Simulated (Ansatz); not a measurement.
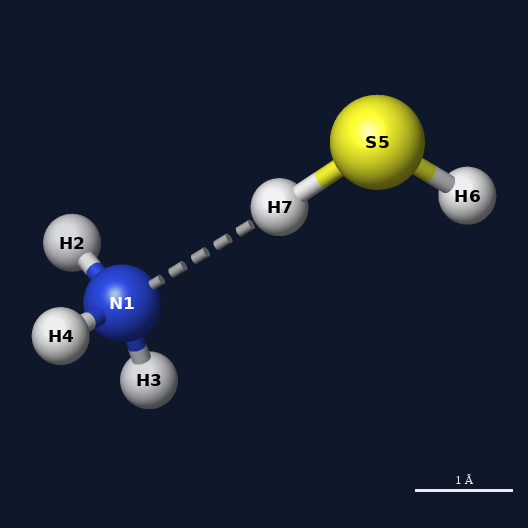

Two molecules or ions; the broken line marks their closest contact (measured against van der Waals radii). The geometry was computed by an optimisation with PBE0-D4/def2-TZVP. Program: Ansatz 0.2.0.

### Which two species are they?

NH3 and H2S (`N.S`).

### How long is the contact?

N1···H7 is 2.11 Å.

Give the counterpoise-corrected interaction energy (kcal/mol, monomers kept as in the pair) with CCSD(T)/CBS (MP2 limit from def2-TZVPPD and def2-QZVPPD plus CCSD(T) − MP2).

```tsv
level	interaction energy (kcal/mol)
CCSD(T)/CBS (MP2 limit from def2-TZVPPD and def2-QZVPPD plus CCSD(T) − MP2)	−3.4
```
